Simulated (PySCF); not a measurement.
**C₃H₆FSi, doublet, SMILES `C=CC[SiH]F`: what the electrons do**

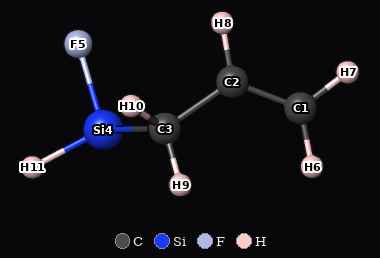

The molecule, with its atoms numbered as below. No frequency check shows the geometry to be a minimum.

Coordinates in Å:

```
C1       2.5528    0.1829   -0.3998
C2       1.4443    0.3859    0.2896
C3       0.4427   -0.6688    0.6086
Si4     -1.1886   -0.4521   -0.3622
F5      -1.7817    0.9988    0.0812
H6       2.8167   -0.7940   -0.7722
H7       3.2443    0.9788   -0.6160
H8       1.2008    1.3772    0.6490
H9       0.8590   -1.6571    0.4155
H10      0.1877   -0.6128    1.6712
H11     -2.2715   -1.3521    0.0023
```

Part 1: Bonding charge

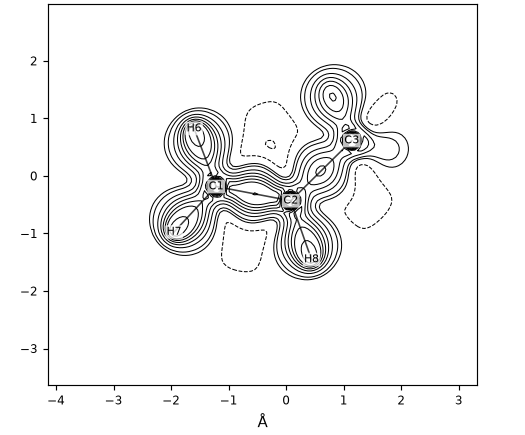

Deformation density (molecule less spherical, spin-averaged free atoms) in the plane of C1, C2, C3, H6, H7 and H8; contours at ±0.05 to ±0.8 e/Å³; solid lines: gain, dashed lines: loss.

Method: B3LYP/def2-TZVP; geometry: GFN2-xTB; program: PySCF. The stability of the open-shell solution wasn't checked. GFN2-xTB doesn't know the spin state, so this open-shell geometry is rough.

Describe the bonding that the map shows.

Answer. C1–C2: +0.80 e/Å³ at the bond critical point (bond length 1.32 Å, Mayer order 1.9). C2–H8: +0.77 e/Å³ at the bond critical point (bond length 1.08 Å, Mayer order 0.9). C1–H7: +0.76 e/Å³ at the bond critical point (bond length 1.08 Å, Mayer order 1.0). C1–H6: +0.75 e/Å³ at the bond critical point (bond length 1.08 Å, Mayer order 1.0). C2–C3: +0.52 e/Å³ at the bond critical point (bond length 1.49 Å, Mayer order 1.0). In all, 2.5 electrons gather in the regions of gain relative to the promolecule.

Where do the Hirshfeld charges lie?

Answer. The highest Hirshfeld charge is on Si4 (+0.37 e), the lowest on F5 (−0.21 e).

Part 2: Bond critical points

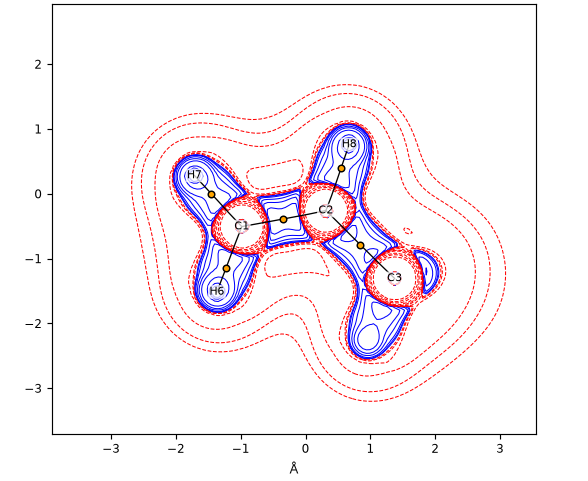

Negative Laplacian of the density (−∇²ρ) in the plane of C1, C2, C3, H6, H7 and H8 (solid blue lines positive, dashed red lines negative, contours at ±0.02 to ±8 a.u.), with bond paths and bond critical points (dots).

At which bond critical points in this plane is charge locally concentrated, and at which depleted?

Answer. Concentrated (∇²ρ < 0): C1–C2 (−1.14 a.u.); C1–H7 (−1.04 a.u.); C2–H8 (−1.03 a.u.); C1–H6 (−1.02 a.u.); C2–C3 (−0.69 a.u.). At none is it depleted.

Where along C2–H8 does the critical point lie?

Answer. 0.70 Å from C2 and 0.39 Å from H8.

Part 3: Local ionisation energy

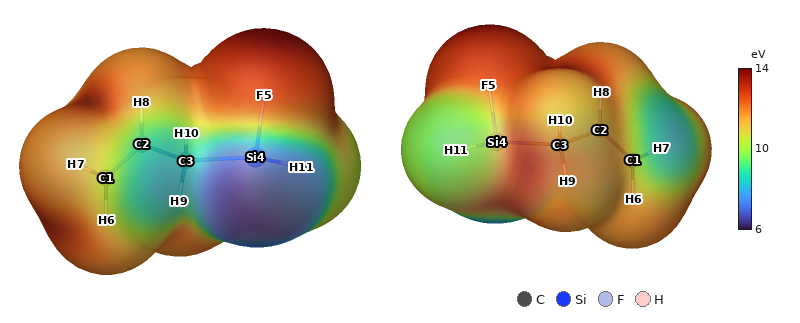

Average local ionisation energy on the surface of electron density 0.001 a.u. (back view left, front view right).

Where are the most loosely bound electrons on this surface?

Answer. The lowest value is 6.5 eV, 2.4 Å from Si4. Further minima include 8.1 eV, over C1, off the plane of its three bonds (2.1 Å); 9.6 eV, 1.5 Å from H11; 11.2 eV, 1.4 Å from H10. For comparison, the highest occupied orbital lies at −5.9 eV.

Part 4: Spin density

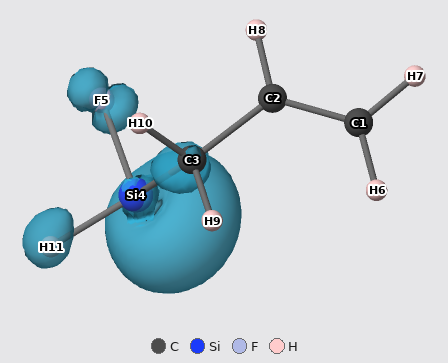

Spin density ρα − ρβ at ±0.05 e/Å³ (light blue: excess α, orange: excess β).

Where is the unpaired spin?

Answer. Hirshfeld spin populations: Si4 +0.76, H11 +0.07, C3 +0.07 and F5 +0.06. ⟨S²⟩ = 0.75, as for a pure state.

Part 5: In an electric field

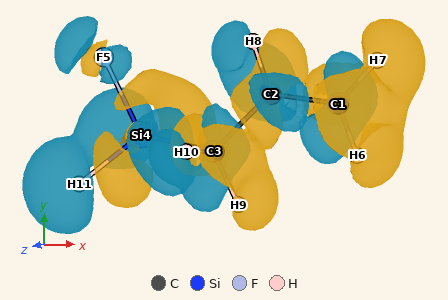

Change of the electron density in a uniform field of 0.10 V/Å, surfaces at ±0.0008 e/Å³ (yellow: gain, teal: loss).

PySCF calculation, ωB97X/6-311+G**, gas phase; geometry: GFN2-xTB. The basis has diffuse s and p functions alone, which still leaves polarisabilities too small, most of all across bonds. The stability of the open-shell solution wasn't checked. GFN2-xTB doesn't know the spin state, so this open-shell geometry is rough.

The field was applied in both directions; the picture shows the one opposite to the script's first.

Along which Cartesian direction does the field point?

Answer. Along −x: electrons gather on the +x side, against the field.

How large is the response?

Answer. The induced dipole is 0.41 D (along the field); α along this axis, from the fields in both directions, is 81 bohr³ (12.0 Å³).

Part 6: Removing or adding an electron

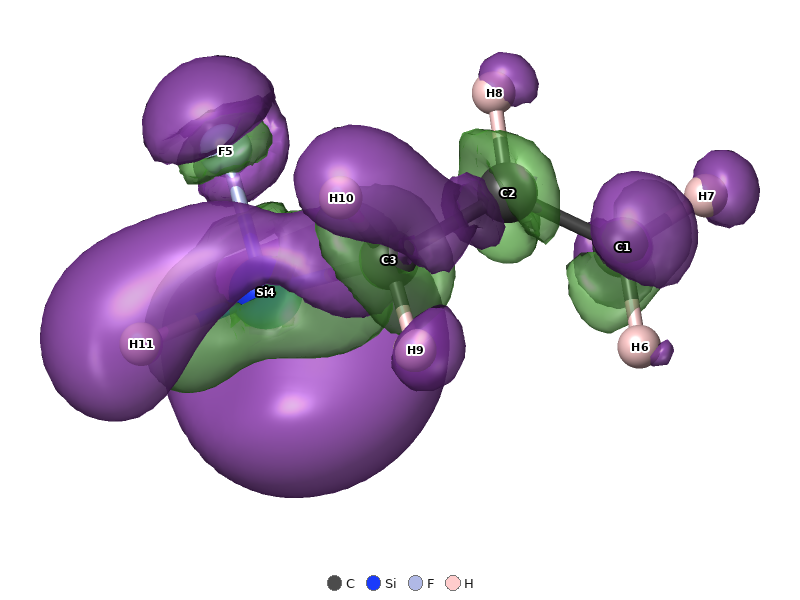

Fukui function f⁺ = ρ(N+1) − ρ(N) at fixed geometry, surfaces at ±0.015 e/Å³ (purple positive, green negative).

Method: TPSSh/def2-SVP; geometry: GFN2-xTB; program: PySCF. GFN2-xTB doesn't know the spin state, so this open-shell geometry is rough.

On which atoms does the density change most on addition of an electron?

Answer. f⁺ (Hirshfeld-condensed) is largest on Si4 (0.58); the vertical electron affinity is 0.28 eV (to the singlet anion, which needn't be its lowest state; the anion's highest orbital has positive energy, so this value and f⁺ depend on the basis). Condensed values hint at sites of nucleophilic attack but needn't mark the atom that reacts. Orbital relaxation makes it negative in places (0.19 e in all).
